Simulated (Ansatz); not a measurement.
# CCSDT(Q)/B/STO-3G (sfX2C, accuracy low, start density atoms) run of C3H10OSi (trimethylsilanol)

Aim: the energy change on altering one bond length of C3H10OSi (trimethylsilanol) at CCSDT(Q)/B/STO-3G (sfX2C, accuracy low, start density atoms), from 2 runs. 

Program for the calculation: Ansatz 0.2.0.

7 further runs of the same task are left out: 2 for a known fault of the program, 1 that didn't finish, 4 set aside as unsound or not needed. Runs told in other sessions of the task aren't counted.

## (1) The structure to begin with

The species is C3H10OSi (15 atoms), meant as a singlet with charge 0. SMILES: `C[Si](C)(C)O`. The shape is that of a PBE0-D4/def2-TZVP optimisation. This is one conformer, not always the lowest.

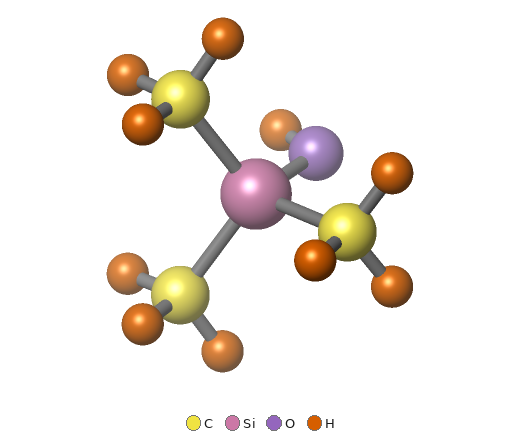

Viewed from a chosen angle; carbon yellow, silicon pink, oxygen purple, hydrogen orange.

## (2) Energy and gradient at CCSDT(Q)/B/STO-3G (sfX2C, accuracy low, start density atoms)

in.yaml reads:

```yaml
crystal:
  periodic: [false, false, false]
  atoms:
    - {symbol: C, position_ang: [-1.759880, 0.191150, 0.071540]}
    - {symbol: Si, position_ang: [0.089930, 0.200980, -0.204700]}
    - {symbol: C, position_ang: [0.959910, 0.370300, 1.442320]}
    - {symbol: C, position_ang: [0.639300, -1.339490, -1.093220]}
    - {symbol: O, position_ang: [0.516200, 1.448090, -1.213440]}
    - {symbol: H, position_ang: [-2.095970, 1.106050, 0.568270]}
    - {symbol: H, position_ang: [-2.057470, -0.651720, 0.702020]}
    - {symbol: H, position_ang: [-2.296730, 0.107790, -0.876880]}
    - {symbol: H, position_ang: [0.664600, 1.288070, 1.959260]}
    - {symbol: H, position_ang: [2.044780, 0.393380, 1.311290]}
    - {symbol: H, position_ang: [0.718200, -0.468650, 2.101280]}
    - {symbol: H, position_ang: [0.405110, -2.234400, -0.510590]}
    - {symbol: H, position_ang: [1.717690, -1.322690, -1.268870]}
    - {symbol: H, position_ang: [0.142180, -1.426990, -2.062380]}
    - {symbol: H, position_ang: [0.312140, 2.338130, -0.925910]}
basis:
  gaussian: {orbitals: STO-3G}
hamiltonian: {pseudopotentials: {relativity: scalar}}
correlation: {method: ccsdt_q_b, electrons: outside_noble_gas}
accuracy: low
output: {forces: true}
```

On the command line:

```
ansatz run in.yaml --threads 1 --pin off --max-ram 3480MiB --events-out events.jsonl --progress --plain --runs-dir runs
```

The program printed, shortened:

```text
Warning: RAYON_NUM_THREADS=1 ignored (pool sized by the plan → 1); use --threads N
Functional definition: HF
  name "HF"
[...]
837 factors; integrals over basis functions are off by at most 3.0e-8 eV
[...]
mean field -13009.61029477 eV, -478.0943601023 hartree, gradient 2.5e-6 eV, S^2 0.000000; 0 other end points of the search recorded, 0 dependent functions left out
9 core orbitals not correlated: weight in the atoms' cores, before any rotation towards them, 1.000 or more for the frozen orbitals, at most 0.000 for the correlated occupied ones
reference -13009.61029477 eV, -478.0943601023 hartree; 16, 16 occupied and 14, 14 virtual orbitals, 837 factors
second order -6.13790174 eV of doubles, -0.00000000 eV of singles
cycle   1  -7.42438764 eV  change    -1.3e0 eV  update   8.8e-2
[...]
cycle  11  -8.16366425 eV  change    2.8e-6 eV  update   1.8e-6
perturbative correction -0.00522307 eV, -0.0001919444 hartree
[...]
Total energy: -13017.77918210 eV, -478.3945611744 hartree
Relativity: scalar
Atom 0 at    -1.759880     0.191150     0.071540 Å, force     0.315720    -0.111553     0.069330 eV/Å
Atom 1 at     0.089930     0.200980    -0.204700 Å, force    -0.374958     0.326074     0.700617 eV/Å
Atom 2 at     0.959910     0.370300     1.442320 Å, force    -0.230108    -0.147200    -0.205682 eV/Å
Atom 3 at     0.639300    -1.339490    -1.093220 Å, force    -0.090171     0.273541     0.143504 eV/Å
Atom 4 at     0.516200     1.448090    -1.213440 Å, force     1.596898    -2.436451    -2.845442 eV/Å
Atom 5 at    -2.095970     1.106050     0.568270 Å, force    -0.224784     0.493258     0.251633 eV/Å
Atom 6 at    -2.057470    -0.651720     0.702020 Å, force    -0.234832    -0.453131     0.318181 eV/Å
Atom 7 at    -2.296730     0.107790    -0.876880 Å, force    -0.371687    -0.050006    -0.501654 eV/Å
Atom 8 at     0.664600     1.288070     1.959260 Å, force    -0.120608     0.500246     0.304046 eV/Å
Atom 9 at     2.044780     0.393380     1.311290 Å, force     0.626381     0.015516     0.001177 eV/Å
Atom 10 at     0.718200    -0.468650     2.101280 Å, force    -0.069287    -0.442244     0.401792 eV/Å
Atom 11 at     0.405110    -2.234400    -0.510590 Å, force    -0.107089    -0.529612     0.282122 eV/Å
Atom 12 at     1.717690    -1.322690    -1.268870 Å, force     0.612282    -0.061469    -0.133166 eV/Å
Atom 13 at     0.142180    -1.426990    -2.062380 Å, force    -0.248135    -0.118256    -0.566427 eV/Å
Atom 14 at     0.312140     2.338130    -0.925910 Å, force    -1.079621     2.741288     1.779970 eV/Å
Dipole moment:    -0.100847     0.067671     0.190941 e Å
```

Wall time 4.5 min (1 thread of Arm Neoverse V2, shared host); peak memory 1.4 GiB.

## (3) The distorted shape, same level

in.yaml reads:

```yaml
crystal:
  periodic: [false, false, false]
  atoms:
    - {symbol: C, position_ang: [-1.700830, 0.007634, -0.031826]}
    - {symbol: Si, position_ang: [0.148980, 0.017464, -0.308066]}
    - {symbol: C, position_ang: [1.018960, 0.186784, 1.338954]}
    - {symbol: C, position_ang: [0.698350, -1.523006, -1.196586]}
    - {symbol: O, position_ang: [0.575250, 1.264574, -1.316806]}
    - {symbol: H, position_ang: [-2.036920, 0.922534, 0.464904]}
    - {symbol: H, position_ang: [-1.998420, -0.835236, 0.598654]}
    - {symbol: H, position_ang: [-2.237680, -0.075726, -0.980246]}
    - {symbol: H, position_ang: [0.664600, 1.288070, 1.959260]}
    - {symbol: H, position_ang: [2.103830, 0.209864, 1.207924]}
    - {symbol: H, position_ang: [0.777250, -0.652166, 1.997914]}
    - {symbol: H, position_ang: [0.464160, -2.417916, -0.613956]}
    - {symbol: H, position_ang: [1.776740, -1.506206, -1.372236]}
    - {symbol: H, position_ang: [0.201230, -1.610506, -2.165746]}
    - {symbol: H, position_ang: [0.371190, 2.154614, -1.029276]}
basis:
  gaussian: {orbitals: STO-3G}
hamiltonian: {pseudopotentials: {relativity: scalar}}
correlation: {method: ccsdt_q_b, electrons: outside_noble_gas}
accuracy: low
output: {forces: true}
```

On the command line:

```
ansatz run in.yaml --threads 1 --pin off --max-ram 3480MiB --events-out events.jsonl --progress --plain --runs-dir runs
```

The program printed, shortened:

```text
Warning: RAYON_NUM_THREADS=1 ignored (pool sized by the plan → 1); use --threads N
[... 2 set-up lines as earlier in the session ...]
[...]
837 factors; integrals over basis functions are off by at most 3.3e-8 eV
[...]
mean field -13008.73697333 eV, -478.0622661312 hartree, gradient 6.7e-7 eV, S^2 0.000000; 0 other end points of the search recorded, 0 dependent functions left out
9 core orbitals not correlated: weight in the atoms' cores, before any rotation towards them, 1.000 or more for the frozen orbitals, at most 0.000 for the correlated occupied ones
reference -13008.73697333 eV, -478.0622661312 hartree; 16, 16 occupied and 14, 14 virtual orbitals, 837 factors
second order -6.33780705 eV of doubles, -0.00000000 eV of singles
cycle   1  -7.67026607 eV  change    -1.3e0 eV  update   9.1e-2
[...]
cycle  12  -8.45705864 eV  change    2.1e-6 eV  update   1.1e-6
perturbative correction -0.00610037 eV, -0.0002241846 hartree
[...]
Atom 5 at    -2.036920     0.922534     0.464904 Å, force    -0.218452     0.492912     0.251461 eV/Å
Atom 6 at    -1.998420    -0.835236     0.598654 Å, force    -0.236503    -0.453440     0.318767 eV/Å
Atom 7 at    -2.237680    -0.075726    -0.980246 Å, force    -0.373691    -0.051415    -0.502653 eV/Å
Atom 8 at     0.664600     1.288070     1.959260 Å, force     1.353751    -4.046242    -2.230349 eV/Å
Atom 9 at     2.103830     0.209864     1.207924 Å, force     0.716627     0.182933     0.090135 eV/Å
Atom 10 at     0.777250    -0.652166     1.997914 Å, force    -0.143405    -0.378548     0.589232 eV/Å
Atom 11 at     0.464160    -2.417916    -0.613956 Å, force    -0.107358    -0.532956     0.280447 eV/Å
Atom 12 at     1.776740    -1.506206    -1.372236 Å, force     0.614112    -0.064157    -0.136248 eV/Å
Atom 13 at     0.201230    -1.610506    -2.165746 Å, force    -0.252104    -0.109218    -0.562581 eV/Å
Atom 14 at     0.371190     2.154614    -1.029276 Å, force    -1.078779     2.734391     1.785456 eV/Å
Dipole moment:    -0.094937     0.046616     0.176715 e Å
```

Run time: 4.4 min. Hardware: 1 thread of Arm Neoverse V2, shared host; peak memory 1.4 GiB.

## (4) What came out

At CCSDT(Q)/B/STO-3G (sfX2C, accuracy low, start density atoms), 9 core orbitals frozen:

| quantity | value |
| --- | --- |
| first shape: total energy | -478.39456 Eh |
| first shape: dipole moment (correlated density) | 1.09 D |
| first shape: correlation energy (9 core orbitals frozen) | -300.2 mEh |
| first shape: T1 diagnostic | 0.006 |
| first shape: largest force on an atom | 4.072 eV/Å |
| distorted shape: total energy | -478.37328 Eh |
| distorted shape: dipole moment (correlated density) | 0.99 D |
| distorted shape: correlation energy (9 core orbitals frozen) | -311.0 mEh |
| distorted shape: T1 diagnostic | 0.006 |
| distorted shape: largest force on an atom | 4.836 eV/Å |
| energy change with the C3–H9 bond stretched from 1.094 to 1.313 Å | 0.579 eV |

What this shows: With the C3–H9 bond stretched from 1.094 to 1.313 Å the energy rises by 0.58 eV (55.9 kJ/mol). The first shape isn't relaxed at this level, so the change isn't measured from a minimum. The minimal basis adds a large error of its own. The largest force (first shape) is 4.07 eV/Å: too large for a shape near rest; a basis without polarisation functions on a geometry from another level can give that. Mulliken charges (first shape) run from -0.45 on O5 to +0.94 on Si2. The accuracy setting (first shape) is loose, so the last digits carry no meaning. The accuracy setting (distorted shape) is loose, so the last digits carry no meaning.
